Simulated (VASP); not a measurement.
# ZrW: structure and properties in VASP, part 3 of 5

What structure does ZrW take at this level, and what are its properties? The cell is invented: it takes the structure of a Materials Project entry for MoRu (space group 187 there), with all of its atoms replaced by other elements, volume scaled by an estimate. It may not be a known or stable phase.

VASP 6.6.1, plane waves and PAW; the level of theory is named at each step.

So far. Step 3 (Second relaxation): It ends with forces that vanish by symmetry and a pressure of -0.02 GPa. The volume moved by only 0.13 %, so the volume is settled. Step 4 (Density, ELF and potential (LDA)): In this run the pressure is -0.02 GPa, small enough to go on. The relaxed cell has a = 2.804, c = 5.238 Å (conventional setting).

## (5) Bands along the symmetry lines (LDA)

Level of this step: LDA; plane waves and PAW (W, Zr_sv); invented cell (VASP).

The mesh alone shows little of the dispersion and can miss band extrema, so KPOINTS_OPT adds a path through the symmetry points after the self-consistent cycle.

INCAR

```
SYSTEM = ZrW
PREC = Accurate
ENCUT = 400
EDIFF = 1E-06
NELM = 100
ISMEAR = -1
SIGMA = 0.05
LREAL = .FALSE.
ALGO = Normal
GGA = CA
NBANDS = 21
LORBIT = 11
LWAVE = .FALSE.
LCHARG = .FALSE.
```

POSCAR

```
ZrW
1.0
    2.8043403618      0.0000000497      0.0000000000
   -1.4021705923      2.4286304127      0.0000000000
    0.0000000000      0.0000000000      5.2379057669
W Zr
1 1
Direct
    0.3333333300      0.6666666700      0.0000000000
    0.0000000000      0.0000000000      0.5000000000
```

KPOINTS

```
Automatic mesh
0
Gamma
11 11 5
0 0 0
```

KPOINTS_OPT

```
Line mode
16
Line-mode
Reciprocal
  0.00000000   0.00000000   0.00000000 GAMMA
  0.50000000   0.00000000   0.00000000 M

  0.50000000   0.00000000   0.00000000 M
  0.33333333   0.33333333   0.00000000 K

  0.33333333   0.33333333   0.00000000 K
  0.00000000   0.00000000   0.00000000 GAMMA

  0.00000000   0.00000000   0.00000000 GAMMA
  0.00000000   0.00000000   0.50000000 A

  0.00000000   0.00000000   0.50000000 A
  0.50000000   0.00000000   0.50000000 L

  0.50000000   0.00000000   0.50000000 L
  0.33333333   0.33333333   0.50000000 H

  0.33333333   0.33333333   0.50000000 H
  0.00000000   0.00000000   0.50000000 A

  0.50000000   0.00000000   0.50000000 L
  0.50000000   0.00000000   0.00000000 M

  0.33333333   0.33333333   0.00000000 K
  0.33333333   0.33333333   0.50000000 H
```

PAW data sets: W and Zr_sv (LDA family, release 64).

Run with:

```
mpirun -np 1 vasp_std
```

What it wrote:

```text
[... set-up lines as in an earlier step ...]
 entering main loop
       N       E                     dE             d eps       ncg     rms          rms(c)
DAV:   1     0.972632430694E+02    0.97263E+02   -0.76937E+03  2032   0.675E+02
DAV:   2    -0.170160798516E+02   -0.11428E+03   -0.10885E+03  2342   0.221E+02
DAV:   3    -0.235390488893E+02   -0.65230E+01   -0.63061E+01  3174   0.393E+01
DAV:   4    -0.236586613510E+02   -0.11961E+00   -0.11940E+00  2297   0.476E+00
DAV:   5    -0.236602380710E+02   -0.15767E-02   -0.15765E-02  2589   0.489E-01    0.245E+01
DAV:   6    -0.230945799843E+02    0.56566E+00   -0.21627E+00  2613   0.678E+00    0.997E+00
DAV:   7    -0.230905697112E+02    0.40103E-02   -0.37524E+00  2349   0.777E+00    0.739E+00
DAV:   8    -0.225795548139E+02    0.51101E+00   -0.12054E+00  2433   0.440E+00    0.721E-01
DAV:   9    -0.225833869913E+02   -0.38322E-02   -0.51060E-02  2321   0.121E+00    0.343E-01
DAV:  10    -0.225831326721E+02    0.25432E-03   -0.80439E-04  2469   0.182E-01    0.187E-01
DAV:  11    -0.225829760358E+02    0.15664E-03   -0.40342E-04  2453   0.120E-01    0.824E-02
DAV:  12    -0.225829680341E+02    0.80016E-05   -0.17681E-05  2313   0.301E-02    0.289E-02
DAV:  13    -0.225829673704E+02    0.66369E-06   -0.78805E-07  1657   0.494E-03
   1 F= -.22582967E+02 E0= -.22571433E+02  d E =-.230689E-01
 Start KPOINTS_OPT (optional k-point list driver)
k-point batch [1-48\144]
       N       E                     dE             ncg
DAV:   1     0.617405228096E+03   -0.23220E+05     2016
DAV:   2    -0.500669821705E+04   -0.56241E+04     2316
DAV:   3    -0.533980727036E+04   -0.33311E+03     3198
DAV:   4    -0.534768378759E+04   -0.78765E+01     2276
DAV:   5    -0.534779980012E+04   -0.11601E+00     2530
DAV:   6    -0.534780235609E+04   -0.25560E-02     2349
DAV:   7    -0.534780240072E+04   -0.44635E-04     2342
DAV:   8    -0.534780240208E+04   -0.13554E-05     1697
DAV:   9    -0.534780240219E+04   -0.10812E-06     1521
[...]
k-point batch [97-144\144]
       N       E                     dE             ncg
DAV:   1     0.410518006628E+03   -0.31074E+05     2016
DAV:   2    -0.505625284425E+04   -0.54668E+04     2343
DAV:   3    -0.538268612007E+04   -0.32643E+03     3285
DAV:   4    -0.538670193172E+04   -0.40158E+01     2337
DAV:   5    -0.538675366024E+04   -0.51729E-01     2466
DAV:   6    -0.538675506812E+04   -0.14079E-02     2358
DAV:   7    -0.538675511993E+04   -0.51819E-04     2533
DAV:   8    -0.538675512204E+04   -0.21040E-05     1702
DAV:   9    -0.538675512214E+04   -0.98893E-07     1604
```

Wall time 87 s (1 MPI rank of AMD EPYC 7R43, shared host); peak memory 0.12 GiB.

Parts of OUTCAR (step 5):

```text
   k-points           NKPTS =     48   k-points in BZ     NKDIM =     48   number of bands    NBANDS=     21

   NELECT =      18.0000    total number of electrons

 E-fermi :   9.1039

 k-point     1 :       0.0000    0.0000    0.0000
  band No.  band energies     occupation
    ...
      5       1.4526      2.00000
      6       4.8862      2.00000
      7       7.9398      2.00000
      8       8.9232      1.94751
      9       8.9232      1.94750
     10       9.4162      0.00387
     11      10.6409      0.00000
     12      10.6409      0.00000
     13      11.7060      0.00000
     14      11.7060      0.00000
    ...

  Total       -0.0038204     -0.0038204      0.0047181      0.0000000     -0.0000000     -0.0000000
  in kB       -0.1715799     -0.1715799      0.2118982      0.0000000     -0.0000000     -0.0000000
  external PRESSURE =      -0.0437539 kB  Pullay stress =       0.0000000 kB

  FREE ENERGIE OF THE ION-ELECTRON SYSTEM (eV)
  ---------------------------------------------------
  free  energy   TOTEN  =       -22.5829673704 eV

  energy  without entropy=      -22.5598984684  energy(sigma->0) =      -22.57143292

[... 9 parts as in an earlier step ...]

[... 8 further parts left out ...]
```

Spin-orbit coupling is off here; with elements this heavy it splits and shifts levels by tenths of an eV or more.

Numbers from this step:

| Quantity | Value |
| --- | --- |
| SCF cycles | 13 |
| bands | 21 |
| pressure | -0.004375 GPa |

The electronic bands at the labelled points (eV, zero at the Fermi level; # counts the bands kept, so #1 is VASP's band 5):

```
    point     #2     #3     #4     #5     #6    #7    #8    #9
        Γ  -4.22  -1.16  -0.18  -0.18   0.31  1.54  1.54  2.60
        M  -3.70  -3.44  -0.70   0.02   0.38  0.76  5.46  5.50
        K  -1.97  -1.58  -1.32  -1.25  -0.35  1.37  3.35  3.41
        Γ  -4.22  -1.16  -0.18  -0.18   0.31  1.54  1.54  2.60
        A  -4.26  -1.81  -1.13  -0.23  -0.23  1.15  1.15  3.36
        L  -4.06  -2.90  -2.47   1.47   1.62  2.90  3.65  4.87
        H  -2.46  -2.17  -1.95  -1.19   0.57  1.21  1.67  4.48
        A  -4.26  -1.81  -1.13  -0.23  -0.23  1.15  1.15  3.36
jump to L  -4.06  -2.90  -2.47   1.47   1.62  2.90  3.65  4.87
        M  -3.70  -3.44  -0.70   0.02   0.38  0.76  5.46  5.50
jump to K  -1.97  -1.58  -1.32  -1.25  -0.35  1.37  3.35  3.41
        H  -2.46  -2.17  -1.95  -1.19   0.57  1.21  1.67  4.48
```

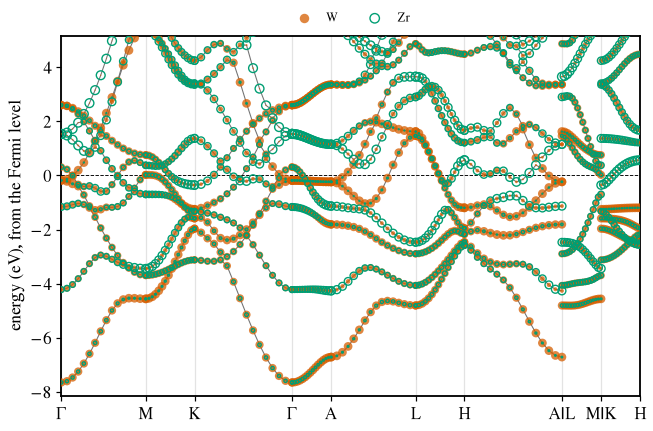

Electronic bands along the path; dots are coloured as in the legend, and their area grows with the weight.

There is no gap at this level.

## (6) Total and projected DOS (LDA)

Here the states are counted by energy and projected on the atoms. The mesh is finer than in the run before.

Changes to INCAR since step 5:

```diff
@@ -5,3 +5,3 @@
 NELM = 100
-ISMEAR = -1
+ISMEAR = -5
 SIGMA = 0.05
@@ -14 +14,2 @@
 LCHARG = .FALSE.
+NEDOS = 2001
```

POSCAR is that of step 5.

KPOINTS

```
Automatic mesh
0
Gamma
16 16 8
0 0 0
```

Run with:

```
mpirun -np 1 vasp_std
```

What it wrote:

```text
[... set-up lines as in an earlier step ...]
 entering main loop
       N       E                     dE             d eps       ncg     rms          rms(c)
DAV:   1     0.976833578212E+02    0.97683E+02   -0.76736E+03  6316   0.675E+02
DAV:   2    -0.169718025815E+02   -0.11466E+03   -0.10935E+03  7440   0.222E+02
DAV:   3    -0.235265392063E+02   -0.65547E+01   -0.63456E+01  9950   0.396E+01
DAV:   4    -0.236438993829E+02   -0.11736E+00   -0.11689E+00  7213   0.476E+00
DAV:   5    -0.236454870258E+02   -0.15876E-02   -0.15906E-02  8185   0.487E-01    0.244E+01
DAV:   6    -0.229896582418E+02    0.65583E+00   -0.18910E+00  8093   0.642E+00    0.101E+01
DAV:   7    -0.230470475123E+02   -0.57389E-01   -0.33938E+00  7436   0.731E+00    0.682E+00
DAV:   8    -0.225713779212E+02    0.47567E+00   -0.14895E+00  7545   0.441E+00    0.678E-01
DAV:   9    -0.225740023143E+02   -0.26244E-02   -0.65105E-02  7217   0.134E+00    0.363E-01
DAV:  10    -0.225716132463E+02    0.23891E-02   -0.39902E-03  7615   0.322E-01    0.166E-01
DAV:  11    -0.225711602706E+02    0.45298E-03   -0.66629E-04  7588   0.151E-01    0.116E-01
DAV:  12    -0.225711443140E+02    0.15957E-04   -0.53460E-05  7541   0.435E-02    0.374E-02
DAV:  13    -0.225711371991E+02    0.71149E-05   -0.48207E-06  7366   0.142E-02    0.199E-02
DAV:  14    -0.225711455722E+02   -0.83730E-05   -0.26317E-06  6761   0.812E-03    0.140E-03
DAV:  15    -0.225711450886E+02    0.48353E-06   -0.15647E-07  3925   0.257E-03
   1 F= -.22571145E+02 E0= -.22571145E+02  d E =0.000000E+00
 -----------------------------------------------------------------------------
|                                                                             |
|           W    W    AA    RRRRR   N    N  II  N    N   GGGG   !!!           |
|           W    W   A  A   R    R  NN   N  II  NN   N  G    G  !!!           |
|           W    W  A    A  R    R  N N  N  II  N N  N  G       !!!           |
|           W WW W  AAAAAA  RRRRR   N  N N  II  N  N N  G  GGG   !            |
|           WW  WW  A    A  R   R   N   NN  II  N   NN  G    G                |
|           W    W  A    A  R    R  N    N  II  N    N   GGGG   !!!           |
|                                                                             |
|     Tetrahedron method does not include variations of the Fermi             |
|     occupations, so forces and stress will be inaccurate. We suggest        |
|     using a different smearing scheme ISMEAR = 1 or 2 for metals in         |
|     relaxations.                                                            |
|                                                                             |
 -----------------------------------------------------------------------------
```

Elapsed: 2 min, on 1 MPI rank; peak memory 0.15 GiB.

From OUTCAR (step 6):

```text
   k-points           NKPTS =    150   k-points in BZ     NKDIM =    150   number of bands    NBANDS=     21

   NELECT =      18.0000    total number of electrons

 E-fermi :   9.0986

 k-point     1 :       0.0000    0.0000    0.0000
  band No.  band energies     occupation
    ...
      5       1.4757      2.00000
      6       4.8812      2.00000
      7       7.9276      2.00000
      8       8.9637      2.00000
      9       8.9637      2.07795
     10       9.4137      0.00000
     11      10.6097      0.00000
     12      10.6097      0.00000
     13      11.7137      0.00000
     14      11.7137      0.00000
    ...

  Total        0.0960626      0.0960626     -0.1357566     -0.0000000      0.0000000      0.0000000
  in kB        4.3143466      4.3143482     -6.0970769     -0.0000007      0.0000000      0.0000000
  external PRESSURE =       0.8438726 kB  Pullay stress =       0.0000000 kB

 POSITION                                       TOTAL-FORCE (eV/Angst)
 -----------------------------------------------------------------------------------
     -0.00000      1.61909      0.00000        -0.000000      0.000000      0.000000
      0.00000      0.00000      2.61895         0.000000     -0.000000      0.000000
 -----------------------------------------------------------------------------------
    total drift:                               -0.000000     -0.000000      0.000000

  FREE ENERGIE OF THE ION-ELECTRON SYSTEM (eV)
  ---------------------------------------------------
  free  energy   TOTEN  =       -22.5711450886 eV

  energy  without entropy=      -22.5711450886  energy(sigma->0) =      -22.57114509

[... 6 parts as in an earlier step ...]

[... 10 further parts left out ...]
```

With tetrahedra the forces and stress of a metal are not exact derivatives of the energy.

Numbers from this step:

```yaml
scf_cycles: 15
irreducible_k_points: 150
free_energy_toten: -22.57 eV
fermi_energy: 9.099 eV
pressure: 0.08439 GPa
dos_at_the_fermi_level: 2.675 states/eV/cell
```

The density of states has structure finer than the step of the table below, so its rows give means over 1 eV, whole bins alone (the curve runs from -12.0 to 7.98 eV). Peaks (eV: height): total -3.2: 3.16, -1.4: 3.88, 0.0: 2.81, 5.6: 3.41; W d -3.2: 1.40, -2.3: 1.45, -1.4: 1.58, 0.9: 1.16; Zr d -1.4: 1.09, 0.0: 0.792, 0.9: 0.758, 5.6: 1.80; W p -2.3: 0.155, -1.4: 0.245, -0.9: 0.184, 0.0: 0.226; W s -4.6: 0.437.

States under -12.0 eV and over 8.0 eV are left out. The density of states by energy, zero at the Fermi level; means over each step; values in states/eV/cell:

```
energy (eV)    total      W d     Zr d      W p      W s
         -9        0        0        0        0        0
         -8  0.00137   4.1e-5   1.2e-5   5.0e-6   8.0e-4
         -7    0.121  0.00527  0.00124  0.00304   0.0697
         -6    0.230   0.0129  0.00423   0.0134    0.122
         -5    0.613    0.164   0.0405   0.0339    0.206
         -4     1.28    0.507    0.169   0.0536    0.157
         -3     2.36     1.03    0.412    0.105   0.0627
         -2     2.01    0.914    0.472    0.108   0.0284
         -1     2.40     1.05    0.627    0.162   0.0267
          0     2.18    0.846    0.612    0.174   0.0267
          1     2.12    0.917    0.605    0.111   0.0113
          2     1.73    0.797    0.524   0.0521  0.00748
          3     1.61    0.689    0.590   0.0430  0.00828
          4     1.51    0.511    0.721   0.0320   0.0124
          5     2.20    0.763     1.10   0.0389   0.0156
          6     1.27    0.364    0.660   0.0405   0.0169
          7    0.762    0.172    0.349   0.0657   0.0316
```

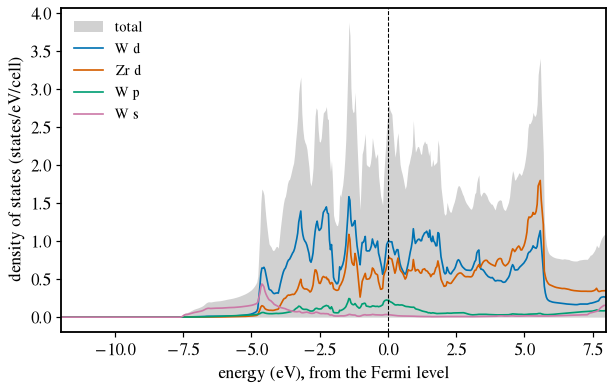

Density of states against energy.

The finer mesh and the other smearing move the Fermi level by -0.01 eV from the 11×11×5 run, a small shift, which tests the Fermi level alone. Of the states within 0.3 eV of the Fermi level, the largest shares in the PAW spheres are W d 38 %, Zr d 27 % and W p 9 %. The rest lies in smaller channels or between the spheres.

[end of part 3 of 5]

[Lines on the potential files, build, host, timing and source positions are cut from VASP's logs without a mark.]

[Logs are printed without paths, hosts, clocks, repeated set-up lines and the standing remarks that a program may print on its own settings, such as how far it seeks lower states.]

[Hosts, paths, dates, database ids (printed as entryN), source tags and the programs' standing remarks are cut or masked in the printed files.]

[A measured line is paired with the nearest computed mode of its activity, which favours agreement.]

[In band tables of VASP the shares of atoms and orbitals are scaled to a sum of 1 inside the atoms' spheres.]
